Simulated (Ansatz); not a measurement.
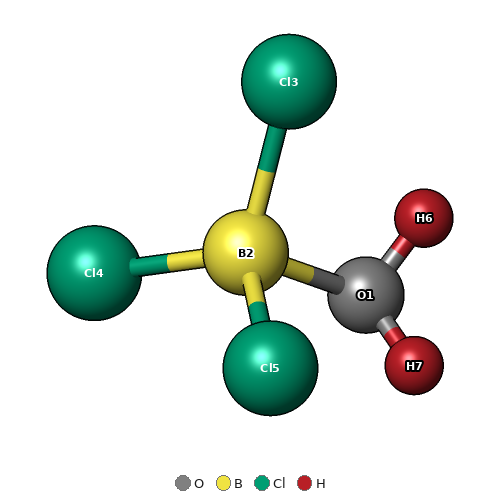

The system is BCl₃H₂O, SMILES [OH2+][B-](Cl)(Cl)Cl; the picture shows the reference structure. Coordinates scanned: (1) umbrella angle at O1 (between each of its bonds and their common axis; 90 is planar); (2) change of the bonds O1–B2, O1–H6, O1–H7, all alike. Nothing is relaxed (all other coordinates rigid). Grid: 13 × 13 points. Points are written as (first, second). Energies are in kJ/mol, from the relaxed molecule at the same level. Computed with RKS PBE0-D4/def2-SVP (Ansatz).

Its coordinates:

```xyz
7

O    -0.1893    0.4586    0.9251
B    -0.1212   -0.3525   -0.5147
Cl    1.2318   -1.5389   -0.2121
Cl   -1.7380   -1.0835   -0.7540
Cl    0.3073    0.9860   -1.6785
H     0.5236    0.0822    1.4711
H     0.0469    1.3801    0.7174
```

Range: umbrella angle at O1 (between each of its bonds and their common axis; 90 is planar) from 55.6 to 124.4°; change of the bonds O1–B2, O1–H6, O1–H7, all alike from −0.132 to 0.204 Å.

> What landscape does the calculation give?

The lowest grid point is at (113.0°, 0.008 Å), 0.34 kJ/mol from the relaxed molecule at the same level. There is a further well near (67.0°, 0.008 Å) (6 kJ/mol above the lowest at that grid point). The highest grid point, (55.6°, −0.132 Å), lies 191 kJ/mol above the lowest. On the interpolated surface the easiest way out of the lowest well to the well at about (70°, 0.00 Å) passes a barrier of about 17 kJ/mol. Round the minimum the valley is somewhat tilted: raising the first coordinate shifts the best value of the second coordinate upwards (coupling k₁₂/√(k₁₁k₂₂) about −0.2).

| second ↓, first → | 55.6 | 61.3 | 67.0 | 72.8 | 78.5 | 84.3 | 90.0 | 95.7 | 101.5 | 107.2 | 113.0 | 118.7 | 124.4 |
| --- | --- | --- | --- | --- | --- | --- | --- | --- | --- | --- | --- | --- | --- |
| 0.204 | 160 | 152 | 153 | 160 | 170 | 178 | 181 | 177 | 168 | 156 | 146 | 141 | 145 |
| 0.176 | 132 | 121 | 121 | 128 | 137 | 145 | 148 | 144 | 135 | 124 | 115 | 111 | 117 |
| 0.148 | 105 | 94 | 92 | 98 | 107 | 114 | 117 | 113 | 105 | 94 | 86 | 83 | 91 |
| 0.120 | 82 | 69 | 66 | 71 | 79 | 86 | 89 | 85 | 77 | 67 | 60 | 58 | 68 |
| 0.092 | 63 | 47 | 44 | 48 | 55 | 61 | 64 | 61 | 53 | 44 | 37 | 37 | 49 |
| 0.064 | 48 | 31 | 26 | 29 | 35 | 41 | 43 | 40 | 33 | 25 | 19 | 21 | 35 |
| 0.036 | 40 | 20 | 13 | 15 | 20 | 26 | 28 | 25 | 18 | 11 | 6 | 10 | 27 |
| 0.008 | 38 | 15 | 7 | 7 | 12 | 17 | 19 | 16 | 10 | 3 | 0 | 6 | 26 |
| −0.020 | 44 | 19 | 9 | 8 | 12 | 16 | 18 | 15 | 10 | 4 | 2 | 10 | 33 |
| −0.048 | 61 | 32 | 20 | 18 | 21 | 25 | 26 | 24 | 19 | 14 | 14 | 24 | 51 |
| −0.076 | 89 | 58 | 44 | 40 | 42 | 45 | 46 | 44 | 40 | 36 | 38 | 50 | 80 |
| −0.104 | 132 | 97 | 81 | 75 | 76 | 78 | 79 | 78 | 74 | 72 | 75 | 90 | 124 |
| −0.132 | 192 | 154 | 135 | 128 | 127 | 129 | 129 | 128 | 125 | 124 | 130 | 147 | 184 |

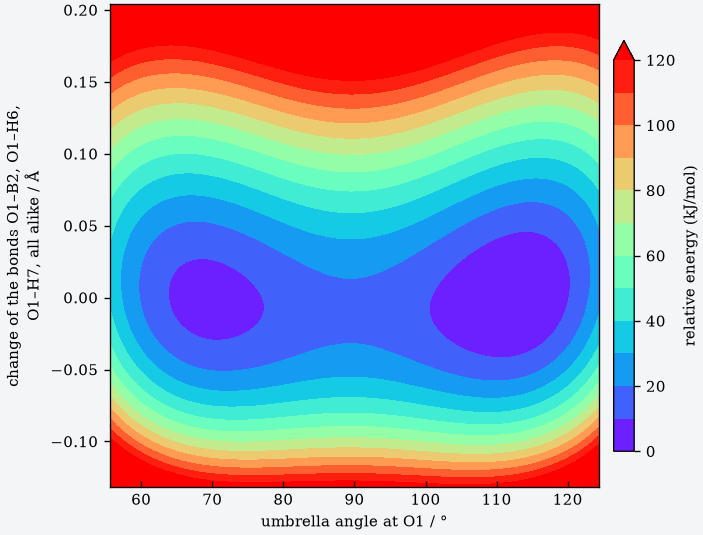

In the figure: filled contours, one colour for all values above the top of the scale. Between grid points the surface is interpolated.

The whole map (169 points run) took 10 min on 1 thread of Arm Neoverse V2, on a shared host.
